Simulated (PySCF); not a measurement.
**SiO (SMILES O=[Si]) at SVWN5/STO-6G**

What is the energy change on altering one bond length of SiO at SVWN5/STO-6G? Input form: a Python script.

Program for the calculation: PySCF 2.14.0.

24 further runs of the same task are left out: 13 that didn't finish, 11 set aside as unsound or not needed.

### 1 The molecule

The species is SiO (2 atoms), meant as a singlet with charge 0. SMILES: `O=[Si]`. The shape is that of a PBE0-D4/def2-TZVP optimisation.

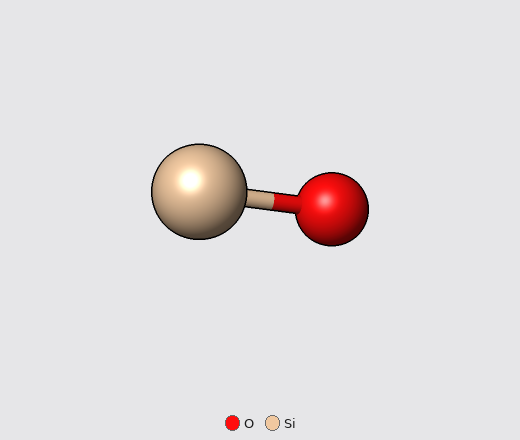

Viewed from a chosen angle; oxygen red, silicon light orange.

### 2 A single-point energy at SVWN5/STO-6G

Input file input.py:

```python
from pyscf import gto, dft

molecule = gto.M(
    atom=[
    ('O', (-0.640700, 0.231500, -0.324000)),
    ('Si', (0.640700, -0.231500, 0.324000)),
],
    spin=0,
    verbose=3,
    max_memory=1860,
    charge=0,
    basis='sto-6g',
)

calc0 = dft.RKS(molecule)
calc0.xc = 'svwn'
calc0.grids.level = 5
calc0.conv_tol = 1e-10
calc0.kernel()
if not calc0.converged:
    calc0 = calc0.newton().run(calc0.mo_coeff, calc0.mo_occ)

e_final = calc0.e_tot
print('E = %.10f Eh' % e_final)
```

On the command line:

```sh
$ OMP_NUM_THREADS=1 python input.py
```

Standard output:

```text
converged SCF energy = -361.56503560986
E = -361.5650356099 Eh
```

Wall time 1.3 s (1 thread of Intel Xeon Platinum 8488C (Sapphire Rapids), shared host); peak memory 0.13 GiB.

### 3 The distorted shape at the same level

Input file start.xyz:

```xyz
2

O     -0.897003     0.324108    -0.453612
Si     0.640700    -0.231500     0.324000
```

Input file input.py:

```python
from pyscf import gto, dft

system = gto.M(
    atom='start.xyz',
    charge=0,
    spin=0,
    basis='sto-6g',
    verbose=3,
    max_memory=1860,
)

mf = dft.RKS(system)
mf.xc = 'svwn'
mf.grids.level = 5
mf.conv_tol = 1e-10
mf.kernel()
if not mf.converged:
    mf = mf.newton().run(mf.mo_coeff, mf.mo_occ)

energy = mf.e_tot
print('E = %.10f Eh' % energy)
```

On the command line:

```sh
$ OMP_NUM_THREADS=1 python input.py
```

Standard output:

```text
converged SCF energy = -361.51145878087
E = -361.5114587809 Eh
```

Run time: 1.5 s. Hardware: 1 thread of Intel Xeon Platinum 8488C (Sapphire Rapids), shared host; peak memory 0.13 GiB.

### 4 What came out

At SVWN5/STO-6G:

```
                                                          quantity          value
                                         first shape: total energy  -361.56504 Eh
                                        first shape: dipole moment         1.16 D
                                          first shape: HOMO energy       -3.04 eV
                                          first shape: LUMO energy        2.40 eV
                                        first shape: HOMO–LUMO gap        5.44 eV
                                     distorted shape: total energy  -361.51146 Eh
                                    distorted shape: dipole moment         1.50 D
                                      distorted shape: HOMO energy       -2.45 eV
                                      distorted shape: LUMO energy        1.41 eV
                                    distorted shape: HOMO–LUMO gap        3.87 eV
energy change with the O1–Si2 bond stretched from 1.509 to 1.811 Å       1.458 eV
```

In words: With the O1–Si2 bond stretched from 1.509 to 1.811 Å the energy rises by 1.46 eV (34 kcal/mol). The first shape isn't relaxed at this level, so the change isn't measured from a minimum. The minimal basis adds a large error of its own.
